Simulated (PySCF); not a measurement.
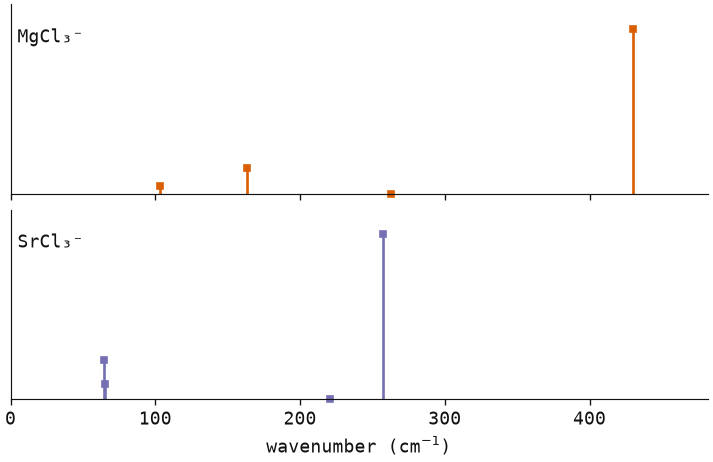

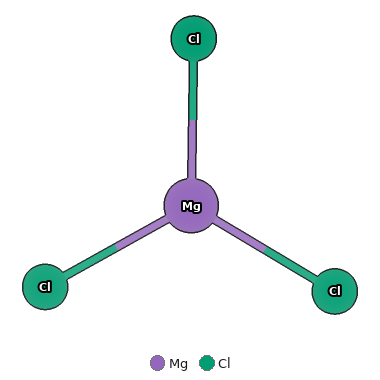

Harmonic infrared lines of MgCl₃⁻ and SrCl₃⁻, all D3h singlets, each the lowest point that its search found (MgCl₃⁻ is drawn); the central atom changes down one group of the periodic table. B3LYP/def2-SVPD (core potentials past Kr), PySCF, unscaled, no spin-orbit coupling; each panel is scaled to its strongest line, degenerate modes are one line with their intensities summed, and dots on the axis are modes too weak to show or inactive.

> How do the bond length and the stretches change along the series?

Mean bond length: MgCl₃⁻ 2.312, SrCl₃⁻ 2.741 Å, rising down the group. Highest e' mode: MgCl₃⁻ 430, SrCl₃⁻ 258 cm⁻¹, falling down the group.

Caveats, for all or some of the runs: double-zeta basis on some or all atoms.
